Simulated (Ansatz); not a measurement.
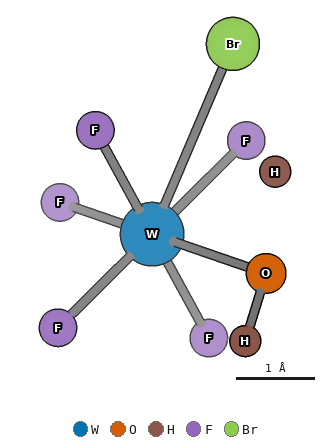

*The structure as given in the input (ball-and-stick view, seen at a tilt). Sticks mark near contacts.*

## WH2BrOF5: geometry relaxation

The run: geometry relaxation of WH2BrOF5. Method and program: RKS PBE/def2-SVP (Ansatz 0.2.0).

The input holds or restrains some coordinates. It belongs to a series of runs on one base structure; here: pulled along the bonds that form and break, towards end B.

## What the program printed
```
The last accepted step is kept in [file] (removed where the run ends without a failure and the disk answers)
Engine: ansatz 0.2.0, aarch64-unknown-linux-gnu
Functional definition: PBE
  parameter kappa = 0.804
  parameter beta = 0.06672455060314922
  exchange = pbe_x(kappa = kappa, mu = beta*pi^2/3)
  correlation = pbe_c(beta = beta)
1651 factors; their error is unknown
mean field evaluation 1: about -87475.3220 eV, gradient 9.8e1 eV
mean field evaluation 2: about -87136.5884 eV, gradient 3.5e2 eV
mean field evaluation 4: about -87449.6515 eV, gradient 1.2e2 eV
mean field evaluation 8: about -87493.8030 eV, gradient 6.1e-2 eV
mean field evaluation 16: about -87480.0810 eV, gradient 4.9e1 eV
mean field evaluation 32: about -87489.4046 eV, gradient 1.5e1 eV
mean field -87493.67697958 eV, -3215.3333236553 hartree, gradient 1.2e-5 eV, S^2 0.000000; 4 other end points of the search recorded, 0 dependent functions left out
the calculation of the forces begins
reference -87493.67704800 eV, -3215.3333261696 hartree; 52, 52 occupied and 106, 106 virtual orbitals, 1651 factors
relax step   1: F+E_penalty+E_count = -87493.67697958 eV  Δ(F+E_penalty+E_count) = +0.000e0 eV  max|allowed force component| = 6.488e0 eV/Å  E_restraint = 25.30783010 eV  max|allowed force component, restraints' pulls added| = 2.155e1 eV/Å  Δτ_max = 0.0000 Å  (216 SCF iters, accepted)
  distance W 0 - Br 8 = 2.8700 Å
  distance H 9 - O 1 = 1.3207 Å
  distance W 0 - O 1 = 2.2900 Å
  distance H 9 - Br 8 = 1.8679 Å
these checks for a lower state are left out or cut short: starts, cluster_reference, orbital_swaps, neighbouring_geometries, increment
1651 factors; their error is unknown
mean field evaluation 64: about -87493.6878 eV, gradient 2.3e-5 eV
mean field -87493.68780171 eV, -3215.3337213611 hartree, gradient 2.3e-5 eV, S^2 0.000000; 0 other end points of the search recorded, 0 dependent functions left out
[... from here on the field's lines of each further geometry are left out, up to the last ...]
relax step   2: F+E_penalty+E_count = -87493.68780171 eV  Δ(F+E_penalty+E_count) = -1.082e-2 eV  max|allowed force component| = 4.915e0 eV/Å  E_restraint = 12.06944627 eV  max|allowed force component, restraints' pulls added| = 1.420e1 eV/Å  Δτ_max = 0.1948 Å  (49 SCF iters, accepted)
relax step   3: F+E_penalty+E_count = -87493.99173125 eV  Δ(F+E_penalty+E_count) = -3.039e-1 eV  max|allowed force component| = 4.816e0 eV/Å  E_restraint = 4.66604576 eV  max|allowed force component, restraints' pulls added| = 9.783e0 eV/Å  Δτ_max = 0.1948 Å  (58 SCF iters, accepted)
relax step   4: F+E_penalty+E_count = -87495.62444864 eV  Δ(F+E_penalty+E_count) = -1.633e0 eV  max|allowed force component| = 3.487e0 eV/Å  E_restraint = 1.05815845 eV  max|allowed force component, restraints' pulls added| = 4.890e0 eV/Å  Δτ_max = 0.1946 Å  (54 SCF iters, accepted)
relax step   5: F+E_penalty+E_count = -87496.88067199 eV  Δ(F+E_penalty+E_count) = -1.256e0 eV  max|allowed force component| = 1.332e0 eV/Å  E_restraint = 0.03523219 eV  max|allowed force component, restraints' pulls added| = 1.738e0 eV/Å  Δτ_max = 0.1977 Å  (45 SCF iters, accepted)
relax step   6: F+E_penalty+E_count = -87497.57213822 eV  Δ(F+E_penalty+E_count) = -6.915e-1 eV  max|allowed force component| = 1.852e0 eV/Å  E_restraint = 0.02292657 eV  max|allowed force component, restraints' pulls added| = 2.303e0 eV/Å  Δτ_max = 0.1943 Å  (38 SCF iters, accepted)
relax step   7: F+E_penalty+E_count = -87497.82359446 eV  Δ(F+E_penalty+E_count) = -2.515e-1 eV  max|allowed force component| = 2.551e0 eV/Å  E_restraint = 0.03951509 eV  max|allowed force component, restraints' pulls added| = 3.208e0 eV/Å  Δτ_max = 0.1905 Å  (38 SCF iters, accepted)
relax step   8: F+E_penalty+E_count = -87498.06583056 eV  Δ(F+E_penalty+E_count) = -2.422e-1 eV  max|allowed force component| = 1.843e0 eV/Å  E_restraint = 0.02669285 eV  max|allowed force component, restraints' pulls added| = 2.072e0 eV/Å  Δτ_max = 0.1940 Å  (38 SCF iters, accepted)
relax step   9: F+E_penalty+E_count = -87498.26948280 eV  Δ(F+E_penalty+E_count) = -2.037e-1 eV  max|allowed force component| = 8.505e-1 eV/Å  E_restraint = 0.01692159 eV  max|allowed force component, restraints' pulls added| = 8.297e-1 eV/Å  Δτ_max = 0.1950 Å  (39 SCF iters, accepted)
relax step  10: F+E_penalty+E_count = -87498.41568170 eV  Δ(F+E_penalty+E_count) = -1.462e-1 eV  max|allowed force component| = 9.319e-1 eV/Å  E_restraint = 0.01345118 eV  max|allowed force component, restraints' pulls added| = 9.319e-1 eV/Å  Δτ_max = 0.1940 Å  (39 SCF iters, accepted)
relax step  11: F+E_penalty+E_count = -87498.53813587 eV  Δ(F+E_penalty+E_count) = -1.225e-1 eV  max|allowed force component| = 8.273e-1 eV/Å  E_restraint = 0.00918464 eV  max|allowed force component, restraints' pulls added| = 7.023e-1 eV/Å  Δτ_max = 0.1952 Å  (39 SCF iters, accepted)
relax step  12: F+E_penalty+E_count = -87498.63186465 eV  Δ(F+E_penalty+E_count) = -9.373e-2 eV  max|allowed force component| = 7.122e-1 eV/Å  E_restraint = 0.01004410 eV  max|allowed force component, restraints' pulls added| = 4.052e-1 eV/Å  Δτ_max = 0.1999 Å  (38 SCF iters, accepted)
relax step  13: F+E_penalty+E_count = -87498.69691778 eV  Δ(F+E_penalty+E_count) = -6.505e-2 eV  max|allowed force component| = 5.812e-1 eV/Å  E_restraint = 0.01180426 eV  max|allowed force component, restraints' pulls added| = 1.816e-1 eV/Å  Δτ_max = 0.2000 Å  (39 SCF iters, accepted)
relax step  14: F+E_penalty+E_count = -87498.73893962 eV  Δ(F+E_penalty+E_count) = -4.202e-2 eV  max|allowed force component| = 5.311e-1 eV/Å  E_restraint = 0.01356087 eV  max|allowed force component, restraints' pulls added| = 4.484e-1 eV/Å  Δτ_max = 0.1997 Å  (39 SCF iters, accepted)
relax step  15: F+E_penalty+E_count = -87498.78447490 eV  Δ(F+E_penalty+E_count) = -4.554e-2 eV  max|allowed force component| = 5.600e-1 eV/Å  E_restraint = 0.01563124 eV  max|allowed force component, restraints' pulls added| = 2.430e-1 eV/Å  Δτ_max = 0.1985 Å  (38 SCF iters, accepted)
relax step  16: F+E_penalty+E_count = -87498.81404545 eV  Δ(F+E_penalty+E_count) = -2.957e-2 eV  max|allowed force component| = 5.656e-1 eV/Å  E_restraint = 0.01899613 eV  max|allowed force component, restraints' pulls added| = 8.331e-2 eV/Å  Δτ_max = 0.1814 Å  (38 SCF iters, accepted)
relax step  17: F+E_penalty+E_count = -87498.79669067 eV  Δ(F+E_penalty+E_count) = +1.735e-2 eV  max|allowed force component| = 8.537e-1 eV/Å  E_restraint = 0.01585998 eV  max|allowed force component, restraints' pulls added| = 3.725e-1 eV/Å  Δτ_max = 0.1950 Å  (39 SCF iters, rejected (line search))
the calculation of the forces begins
reference -87498.81827182 eV, -3215.5222626603 hartree; 52, 52 occupied and 106, 106 virtual orbitals, 1651 factors
relax step  18: F+E_penalty+E_count = -87498.81820276 eV  Δ(F+E_penalty+E_count) = -4.157e-3 eV  max|allowed force component| = 5.732e-1 eV/Å  E_restraint = 0.01912809 eV  max|allowed force component, restraints' pulls added| = 7.000e-2 eV/Å  Δτ_max = 0.0949 Å  (38 SCF iters, accepted)
```

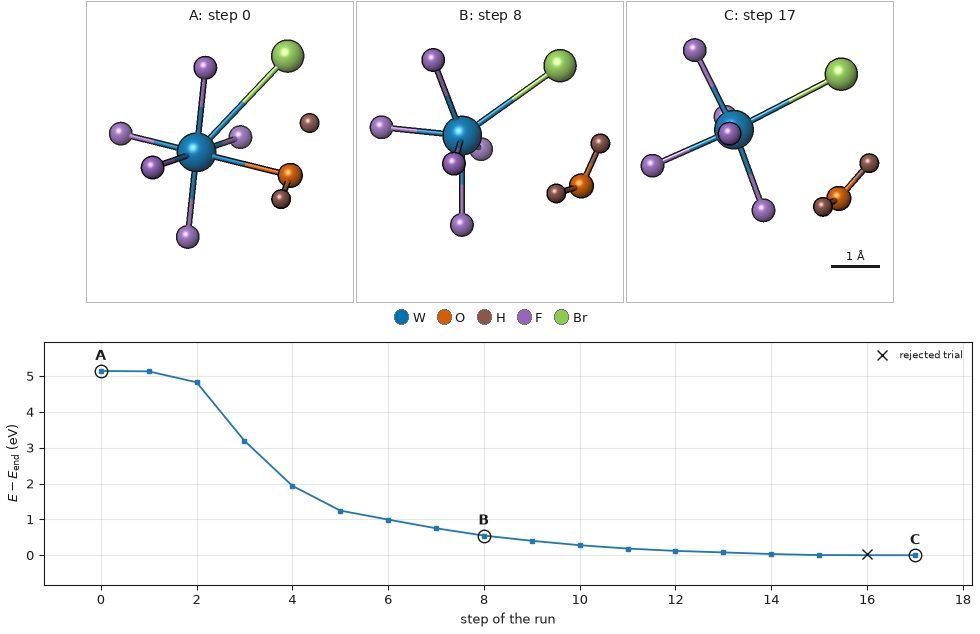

*Frames of the restrained relaxation (ball-and-stick view, seen at a tilt) above the curves, on which the letters mark them (the first geometry is step 0 here and step 1 in the log).*

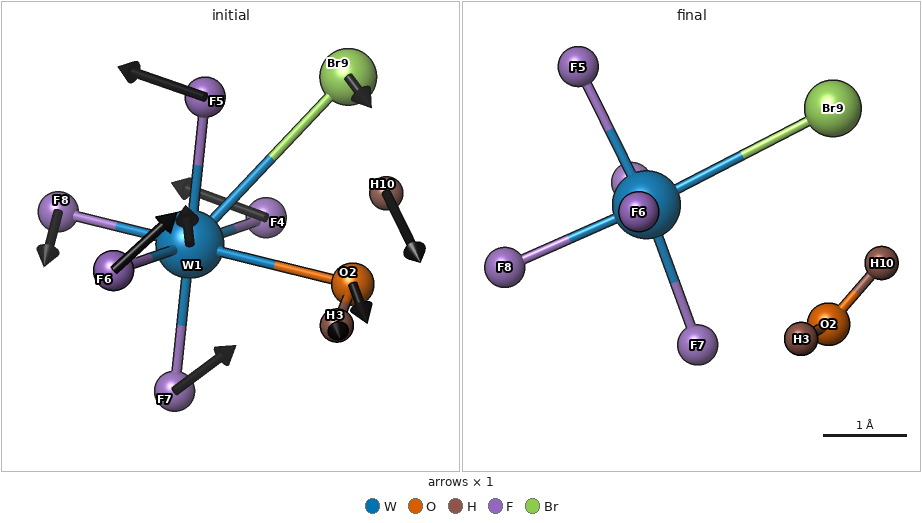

*Before (left) and after (right) the restrained relaxation, at one scale (ball-and-stick view, seen at a tilt). The black arrows give the displacements, at true length.*

The largest move after the best rigid fit is that of F4, 1.40 Å. By element the largest moves are F 1.40 Å, H 1.38 Å, W 0.62 Å, O 0.58 Å, Br 0.52 Å. Among the contacts that change: W1–O2 2.290 → 3.147 Å, O2–H10 1.321 → 0.991 Å, W1–Br9 2.870 → 2.541 Å, O2–H3 1.010 → 0.978 Å. New bonds form: O2–H10 (1.32 → 0.99 Å). Bonds break: W1–O2 (2.29 → 3.15 Å). Among the angles that change: F8–W1–Br9 108.4° → 176.1°, F5–W1–Br9 46.8° → 89.1°, F4–W1–Br9 48.9° → 89.6°. Over 17 geometry steps the energy falls by 5.141 eV. The largest force component goes from 6.5 to 0.57 eV/Å. The line search rejected the trial step at point 16 (counted from 0) and went back. (Atoms are counted from 1 in the order of the input.)

```
  distance W 0 - Br 8 = 2.5410 Å
  distance H 9 - O 1 = 0.9905 Å
  distance W 0 - O 1 = 3.1472 Å
  distance H 9 - Br 8 = 2.7511 Å
1651 factors; their error is unknown
mean field -87498.81820276 eV, -3215.5222601222 hartree, gradient 1.3e-5 eV, S^2 0.000000; 1 other end points of the search recorded, 0 dependent functions left out
the calculation of the forces begins
reference -87498.81827182 eV, -3215.5222626603 hartree; 52, 52 occupied and 106, 106 virtual orbitals, 1651 factors
Total energy: -87498.81827182 eV, -3215.5222626603 hartree
Atom 0 at     0.380299     0.340724    -0.335526 Å, force     0.501017     0.456909     0.337348 eV/Å
Atom 1 at    -0.182416    -0.356664     2.681400 Å, force     0.108331     0.467454     0.508340 eV/Å
Atom 2 at    -1.142749    -0.335361     2.863730 Å, force     0.070003     0.006407    -0.021715 eV/Å
Atom 3 at     1.886304     0.109845    -1.417193 Å, force    -0.011658     0.060041     0.003584 eV/Å
Atom 4 at     0.102345     1.891853    -1.345100 Å, force     0.023490    -0.040892    -0.022018 eV/Å
Atom 5 at    -1.252881     0.724832     0.483560 Å, force    -0.004543    -0.014125    -0.028548 eV/Å
Atom 6 at     0.779126    -1.326068     0.376457 Å, force     0.000743     0.027027     0.047048 eV/Å
Atom 7 at    -0.608730    -0.586059    -1.629936 Å, force    -0.023194     0.044076     0.016583 eV/Å
Atom 8 at     1.777965     1.701544     1.292736 Å, force    -0.437748    -0.456291    -0.573216 eV/Å
Atom 9 at     0.144936     0.464255     3.128673 Å, force    -0.226442    -0.550606    -0.267407 eV/Å
Dipole moment:    -0.220273     0.166630     0.555266 e Å
```

## Trajectory as extended XYZ (Å, eV, eV/Å), 11 of the 18 frames kept, from step=1 to step=18
```
10
Properties=species:S:1:pos:R:3:forces:R:3 step=1 energy=-87493.67698
W     0.0000    0.0000    0.0000   -0.4997  -1.1705   1.7653
O     0.0000    0.0000    2.2900   -0.0362  -0.1092  -2.8018
H    -0.9095   -0.2814    2.6271    1.2375   0.9365   0.1032
F     1.8500    0.0000    0.0000    0.5767  -4.0321  -2.5734
F     0.0000    1.8500    0.0000   -4.6487   0.3961  -2.9129
F    -1.8500    0.0000    0.0000   -1.0524  -0.1204   0.3480
F     0.0000   -1.8500    0.0000   -0.1629  -0.7665   0.1650
F     0.0000    0.0000   -1.8500    0.0316   0.0118  -0.3854
Br    1.8861    1.9648    0.9050    5.1028   4.6430   6.4884
H     0.9076    0.9455    2.1267   -0.5485   0.2113  -0.1964
10
Properties=species:S:1:pos:R:3:forces:R:3 step=3 energy=-87493.99173
W     0.0952    0.0919   -0.1709   -1.8514  -2.4276   4.8155
O     0.0532    0.0019    2.5901    0.3769  -1.9334  -1.6147
H    -0.9048   -0.2504    2.6431    0.8305   1.5790   0.0283
F     1.8953   -0.0905   -0.0693    1.9135  -4.2491  -2.2582
F    -0.1007    1.8910   -0.0732   -4.6986   1.8465  -2.4042
F    -1.8268    0.0010    0.0066    1.1826   0.0192   0.3414
F     0.0004   -1.8233    0.0025   -0.0124   1.3023   0.1919
F     0.0045    0.0032   -1.9314    0.2079   0.1886  -3.0662
Br    1.9889    2.0588    0.7310    3.1257   2.8731   3.5717
H     0.6790    0.7455    2.3704   -1.0746   0.8014   0.3944
10
Properties=species:S:1:pos:R:3:forces:R:3 step=4 energy=-87495.62445
W     0.1782    0.1724   -0.2032   -0.7514  -1.1088   1.9704
O     0.0565   -0.0465    2.7603   -0.0472  -2.5273  -0.5014
H    -0.9044   -0.2267    2.6501    0.4972   1.3095  -0.1235
F     1.9660   -0.2424   -0.1503    0.8816  -3.2344  -1.2170
F    -0.2631    1.9584   -0.1566   -3.4865   0.8233  -1.2780
F    -1.7610    0.0042    0.0207    1.7247   0.1412   0.4606
F     0.0036   -1.7561    0.0109    0.1431   1.7373   0.2845
F     0.0188    0.0169   -1.9909    0.3972   0.3923  -1.0842
Br    1.9937    2.0498    0.6665    1.0189   0.8376   1.6485
H     0.5959    0.6987    2.4912   -0.3775   1.6292  -0.1599
10
Properties=species:S:1:pos:R:3:forces:R:3 step=6 energy=-87497.57214
W     0.2574    0.2305   -0.2935   -0.3264  -0.3889   1.2007
O     0.1145   -0.1813    2.7891   -0.0154   1.8519  -1.1289
H    -0.8810   -0.1186    2.7386    0.8935   0.1836   0.1589
F     1.9791   -0.5330   -0.3382    0.0192  -0.0508  -0.5426
F    -0.5363    1.9495   -0.3316   -0.1580  -0.0162  -0.6035
F    -1.5936   -0.0009    0.1420    0.4229  -0.0400   0.2608
F     0.0120   -1.6155    0.0669   -0.0408   0.2774   0.0247
F     0.1580    0.1597   -2.1147    0.1779   0.1519  -0.1380
Br    1.9145    1.9510    0.7013   -0.1207  -0.2432   0.4141
H     0.4597    0.7876    2.7388   -0.8524  -1.7257   0.3538
10
Properties=species:S:1:pos:R:3:forces:R:3 step=8 energy=-87498.06583
W     0.2725    0.2184   -0.3460   -0.0080   0.1885   1.8427
O     0.0893   -0.1362    2.7303   -0.2559   1.7640  -0.0145
H    -0.8982   -0.0875    2.8388    0.6960  -0.1231  -0.1291
F     1.9868   -0.5138   -0.6269    0.0136   0.1688  -0.2784
F    -0.5246    1.9182   -0.5848    0.1505  -0.0756  -0.4039
F    -1.4957    0.0297    0.3568    0.4057   0.1341  -0.0726
F     0.0621   -1.6124    0.0580   -0.0218   0.1046  -0.1406
F     0.1681    0.1709   -2.1681   -0.1789  -0.1802  -0.4945
Br    1.8559    1.8219    0.8883   -0.4156  -0.3654   0.0190
H     0.3681    0.8197    2.9524   -0.3858  -1.6157  -0.3282
10
Properties=species:S:1:pos:R:3:forces:R:3 step=9 energy=-87498.26948
W     0.3011    0.2431   -0.3131   -0.0872   0.2643   0.5868
O     0.0924   -0.1348    2.7792   -0.7183   0.8505  -0.1368
H    -0.9041   -0.1329    2.7500    0.8042  -0.1432  -0.0066
F     2.0081   -0.4534   -0.7729   -0.3280   0.4052   0.1705
F    -0.4692    1.9267   -0.7702    0.3629  -0.4990   0.1453
F    -1.4258    0.1141    0.5180    0.7259   0.3175  -0.2790
F     0.0844   -1.5962    0.0263   -0.0025   0.2383   0.0044
F     0.0741    0.0591   -2.1366   -0.1977  -0.2323  -0.1154
Br    1.8436    1.7903    0.9951   -0.5278  -0.4019  -0.2150
H     0.2795    0.8131    3.0230   -0.0315  -0.7995  -0.1543
10
Properties=species:S:1:pos:R:3:forces:R:3 step=11 energy=-87498.53814
W     0.3059    0.3092   -0.3394   -0.2237   0.3376  -0.0400
O     0.1051   -0.2661    2.7403   -0.3639   0.6584   0.2322
H    -0.8843   -0.2872    2.6884    0.6424   0.0465   0.0789
F     2.0170   -0.2882   -0.8235   -0.0612   0.2180   0.0520
F    -0.2885    1.9388   -1.1049    0.3473  -0.5334   0.1290
F    -1.3403    0.4474    0.5877    0.3379   0.1015  -0.2588
F     0.0814   -1.4712    0.1900   -0.0051   0.1860  -0.0632
F    -0.1082   -0.2545   -2.0967    0.0289   0.2146   0.7023
Br    1.7019    1.8731    1.1167   -0.4744  -0.4019  -0.4747
H     0.2941    0.6277    3.1402   -0.2283  -0.8273  -0.3578
10
Properties=species:S:1:pos:R:3:forces:R:3 step=13 energy=-87498.69692
W     0.3018    0.3391   -0.3417    0.3924   0.3704   0.3056
O     0.1004   -0.3367    2.7175   -0.0783   0.5508   0.3236
H    -0.8708   -0.4358    2.8031    0.1489  -0.0014   0.0198
F     2.0111   -0.1261   -0.9394   -0.0769   0.0834  -0.0221
F    -0.0005    1.8992   -1.3386    0.0840  -0.1115  -0.0066
F    -1.3468    0.6458    0.4847   -0.0009  -0.0119  -0.0176
F     0.1642   -1.4068    0.2947    0.0345   0.0729  -0.0345
F    -0.3343   -0.3969   -1.9477   -0.0371   0.0510   0.1362
Br    1.5818    1.9216    1.1936   -0.3345  -0.4227  -0.4184
H     0.2772    0.5256    3.1727   -0.1319  -0.5812  -0.2860
10
Properties=species:S:1:pos:R:3:forces:R:3 step=15 energy=-87498.78447
W     0.3450    0.3439   -0.3417    0.5600   0.3288   0.0622
O    -0.0517   -0.3434    2.7029    0.0395   0.5012   0.4548
H    -1.0073   -0.4391    2.8856    0.0664   0.0205   0.0093
F     1.9690    0.0295   -1.2220   -0.2029   0.0299   0.0502
F     0.1319    1.8729   -1.4045    0.0032  -0.0970   0.0742
F    -1.2954    0.7038    0.4692   -0.0213  -0.0030  -0.0188
F     0.5088   -1.3744    0.3526    0.0366   0.1624  -0.0781
F    -0.5630   -0.4821   -1.7720    0.1147   0.1088   0.2430
Br    1.6611    1.8201    1.2607   -0.3990  -0.5002  -0.5254
H     0.1858    0.4979    3.1678   -0.1973  -0.5513  -0.2714
10
Properties=species:S:1:pos:R:3:forces:R:3 step=16 energy=-87498.81405
W     0.3734    0.3414   -0.3373    0.4094   0.4797   0.3585
O    -0.1351   -0.3492    2.6897    0.1446   0.4745   0.4750
H    -1.0931   -0.3884    2.8710   -0.0201   0.0095   0.0073
F     1.9131    0.0892   -1.3621    0.0219  -0.0033  -0.0080
F     0.1149    1.8790   -1.3704    0.0029   0.0157  -0.0059
F    -1.2636    0.7223    0.4769    0.0171  -0.0119  -0.0170
F     0.6857   -1.3426    0.3775    0.0442   0.0357  -0.0150
F    -0.5996   -0.5458   -1.6721   -0.0012   0.0079   0.0264
Br    1.7449    1.7365    1.2848   -0.4175  -0.4714  -0.5656
H     0.1436    0.4865    3.1409   -0.2014  -0.5364  -0.2557
10
Properties=species:S:1:pos:R:3:forces:R:3 step=18 energy=-87498.81820
W     0.3803    0.3407   -0.3355    0.5010   0.4569   0.3373
O    -0.1824   -0.3567    2.6814    0.1083   0.4675   0.5083
H    -1.1427   -0.3354    2.8637    0.0700   0.0064  -0.0217
F     1.8863    0.1098   -1.4172   -0.0117   0.0600   0.0036
F     0.1023    1.8919   -1.3451    0.0235  -0.0409  -0.0220
F    -1.2529    0.7248    0.4836   -0.0045  -0.0141  -0.0285
F     0.7791   -1.3261    0.3765    0.0007   0.0270   0.0470
F    -0.6087   -0.5861   -1.6299   -0.0232   0.0441   0.0166
Br    1.7780    1.7015    1.2927   -0.4377  -0.4563  -0.5732
H     0.1449    0.4643    3.1287   -0.2264  -0.5506  -0.2674
```

The run was set up as follows.

## Input file
```yaml
crystal:
  periodic: [false, false, false]
  atoms:
    - { symbol: W, position_ang: [0.0, 0.0, 0.0] }
    - { symbol: O, position_ang: [0.0, 0.0, 2.29] }
    - { symbol: H, position_ang: [-0.9095, -0.2814, 2.6271] }
    - { symbol: F, position_ang: [1.85, 0.0, 0.0] }
    - { symbol: F, position_ang: [0.0, 1.85, 0.0] }
    - { symbol: F, position_ang: [-1.85, 0.0, 0.0] }
    - { symbol: F, position_ang: [0.0, -1.85, 0.0] }
    - { symbol: F, position_ang: [0.0, 0.0, -1.85] }
    - { symbol: Br, position_ang: [1.8861, 1.9648, 0.905] }
    - { symbol: H, position_ang: [0.9076, 0.9455, 2.1267] }
basis:
  gaussian: { orbitals: def2-SVP }
hamiltonian:
  xc: pbe
relax:
  f_tol: 0.15
  max_steps: 25
  restrain:
    - { distance: [0, 8], at: 2.57, k: 30.0 }
    - { distance: [9, 1], at: 1.01, k: 30.0 }
    - { distance: [0, 1], at: 3.14, k: 30.0 }
    - { distance: [9, 8], at: 2.75, k: 30.0 }
```

Launch command:
```bash
ansatz run input.yaml --threads 4 --pin off --max-ram 5120MiB --backend cpu --events-out ev --progress --plain --runs-dir out
```

## Key numbers

```csv
quantity,value
outcome,converged under the restraints of the input
total energy,−87498.8183 eV
mean-field energy,−87498.8183 eV
"largest force (length of the vector) at the end, held atoms and coordinates included",0.853 eV/Å
hardware,"4 threads of Arm Neoverse V2, 24 GiB of memory available, shared host"
wall time,53 s (CPU time 3.4 min)
peak memory,0.27 GiB
```
